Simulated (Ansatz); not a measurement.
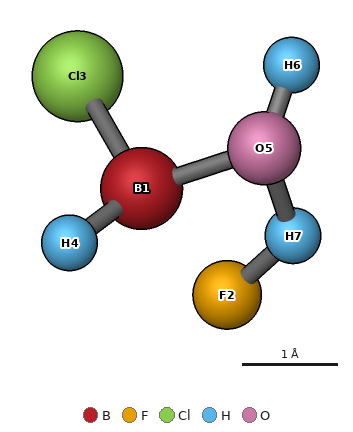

*The structure (ball-and-stick view, seen at a tilt; atoms are numbered from 1 in the order of the input).*

Bond lengths as drawn: B–Cl 1.81 Å, B–H 1.19 Å, B–O 1.48 Å, F–H 1.12 Å and H–O 0.95 to 1.23 Å.

Frequency calculation, with input and output: BH$_{3}$ClOF

- system: BH$_{3}$ClOF
- method: RHF/def2-SVPD (Ansatz 0.2.0)

It belongs to a series of runs on one base structure; here: vibrations at the highest image of the band. Figures and captions count atoms from 1; the log counts them from 0 in places.

### Log
```
Engine: ansatz 0.2.0, aarch64-unknown-linux-gnu
Functional definition: HF
  exchange = exact_x
  correlation = 0
1201 factors; integrals over basis functions are off by at most 3.8e-4 eV
mean field evaluation 1: about -17957.0536 eV, gradient 3.3e1 eV
mean field evaluation 2: about -17957.1069 eV, gradient 3.3e1 eV
mean field evaluation 4: about -17959.3780 eV, gradient 2.7e0 eV
mean field evaluation 8: about -17959.4091 eV, gradient 1.4e-4 eV
mean field -17959.40907732 eV, -659.9961102669 hartree, gradient 2.0e-5 eV, S^2 0.000000; 0 other end points of the search recorded, 0 dependent functions left out
the calculation of the forces begins
reference -17959.40907732 eV, -659.9961102669 hartree; 21, 21 occupied and 96, 96 virtual orbitals, 1201 factors
these checks for a lower state are left out or cut short: stability, starts, cluster_reference, orbital_swaps, neighbouring_geometries, increment
1201 factors; integrals over basis functions are off by at most 3.8e-4 eV
mean field evaluation 16: about -17959.4089 eV, gradient 3.1e-3 eV
mean field -17959.40894464 eV, -659.9961053910 hartree, gradient 1.2e-6 eV, S^2 0.000000; 0 other end points of the search recorded, 0 dependent functions left out
[... from here on the field's lines of each further geometry are left out, up to the last ...]
the calculation of the forces begins
reference -17959.40903136 eV, -659.9961085779 hartree; 21, 21 occupied and 96, 96 virtual orbitals, 1201 factors
these checks for a lower state are left out or cut short: stability, starts, cluster_reference, orbital_swaps, neighbouring_geometries, increment
1201 factors; integrals over basis functions are off by at most 3.8e-4 eV
mean field evaluation 384: about -17959.4090 eV, gradient 2.9e-4 eV
mean field -17959.40904512 eV, -659.9961090834 hartree, gradient 1.2e-6 eV, S^2 0.000000; 0 other end points of the search recorded, 0 dependent functions left out
the calculation of the forces begins
reference -17959.40904512 eV, -659.9961090834 hartree; 21, 21 occupied and 96, 96 virtual orbitals, 1201 factors
WARN: phonons: modes at or below zero, which the zero-point energy, F, S and C_V leave out: 1, the lowest at -1644.14 cm⁻¹. A minimum has none, and a first-order saddle one
Total energy: -17959.40907732 eV, -659.9961102669 hartree
Atom 0 at     0.103903     0.307448     0.038285 Å, force    -0.001085     0.009991     0.002474 eV/Å
Atom 1 at    -0.133897    -0.307896     1.535294 Å, force     0.001201     0.005679     0.005551 eV/Å
Atom 2 at     1.608420    -0.397105    -0.678493 Å, force     0.002250    -0.001202    -0.001470 eV/Å
Atom 3 at    -0.908459     0.192872    -0.567809 Å, force     0.000101    -0.003554    -0.003150 eV/Å
Atom 4 at     0.321930     1.592522     0.748293 Å, force     0.018638     0.016718    -0.004070 eV/Å
Atom 5 at     1.190624     1.961933     0.670154 Å, force    -0.023612    -0.018643     0.003436 eV/Å
Atom 6 at     0.114680     0.776426     1.648077 Å, force     0.002507    -0.008989    -0.002771 eV/Å
Dipole moment:     0.087366     0.498273     0.242917 e Å
Vibrations: -1644.14 267.77 352.81 512.94 624.09 730.38 796.30 973.22 1030.43 1115.31 1213.64 1346.41 2128.81 2817.92 4142.24 cm⁻¹, zero-point energy 1.119098 eV
```

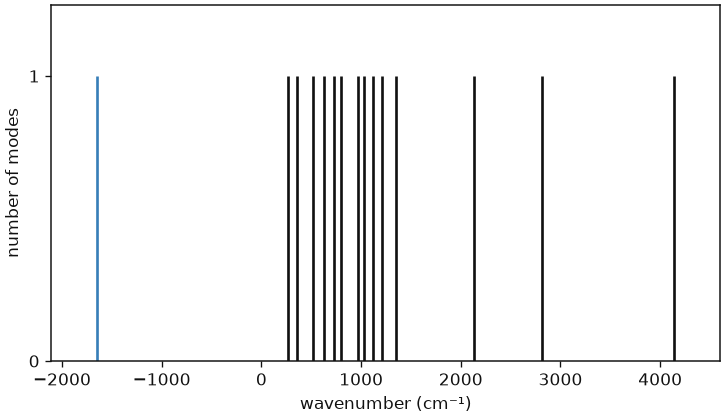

*Harmonic vibrational wavenumbers from the force constants; neighbouring modes closer than 26 cm⁻¹ are counted in one stick, and imaginary ones are drawn at negative wavenumbers.*

15 modes from 1644i to 4142 cm⁻¹, 1 imaginary beyond 8i (1644i cm⁻¹): a first-order saddle point, if the geometry is stationary.

The run was set up as follows.

### The input
```yaml
crystal:
  periodic: [false, false, false]
  atoms:
    - { symbol: B, position_ang: [0.103903, 0.307448, 0.038285] }
    - { symbol: F, position_ang: [-0.133897, -0.307896, 1.535294] }
    - { symbol: Cl, position_ang: [1.60842, -0.397105, -0.678493] }
    - { symbol: H, position_ang: [-0.908459, 0.192872, -0.567809] }
    - { symbol: O, position_ang: [0.32193, 1.592522, 0.748293] }
    - { symbol: H, position_ang: [1.190624, 1.961933, 0.670154] }
    - { symbol: H, position_ang: [0.11468, 0.776426, 1.648077] }
basis:
  gaussian: { orbitals: def2-SVPD }
hamiltonian:
  xc: hf
phonons: {}
```

Run as:
```bash
ansatz run input.yaml --threads 2 --pin off --max-ram 3072MiB --backend cpu --events-out ev --progress --plain --runs-dir out
```

### Key numbers

- outcome: converged
- total energy: −17959.4091 eV
- mean-field energy: −17959.4091 eV
- largest force (length of the vector): 0.030 eV/Å
- hardware: 2 threads of Arm Neoverse V1, 24 GiB of memory available, shared host
- wall time: 49 s (CPU time 95 s)
- peak memory: 0.23 GiB
